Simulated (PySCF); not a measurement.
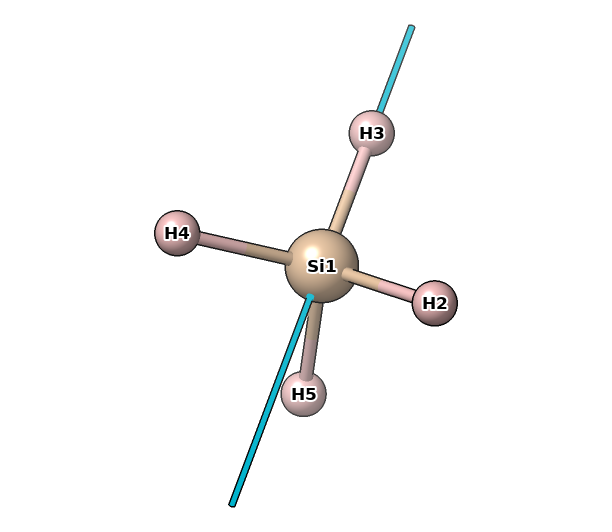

A line through the centre of mass is drawn in. Distant atoms are faded towards the background colour. The computed structure is the end point of a PBE0-D3(BJ)/def2-SVP optimisation. No frequency run is at hand to confirm it as a minimum.

Question: Is the line a proper rotation axis of the structure, and of what order?

Answer: Yes, a C3 axis. A turn by 120° leaves Si1, H3 in place and moves H2 → H4 → H5 → H2. The point group is Td.
